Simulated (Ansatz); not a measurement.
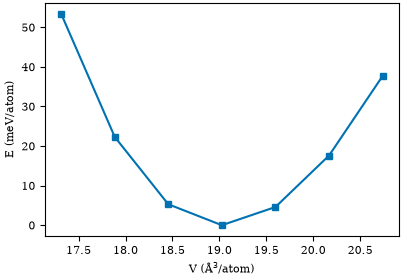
CdS (rock salt, Fm-3m) under volume change, the program Ansatz at the LDA level (PAW), scaled uniformly.

Question: What does a third-order Birch–Murnaghan fit give for V₀, B₀ and B′?

Answer: V₀ = 19.03 Å³/atom, B₀ = 92.4 GPa, B′ = 4.7.

This is a known high-pressure phase of the composition, computed here at zero pressure and temperature. Symmetry was held in the LDA relaxation; of distortions, only those at the zone centre were tested.

Potentials: the later of the program's two PAW sets.
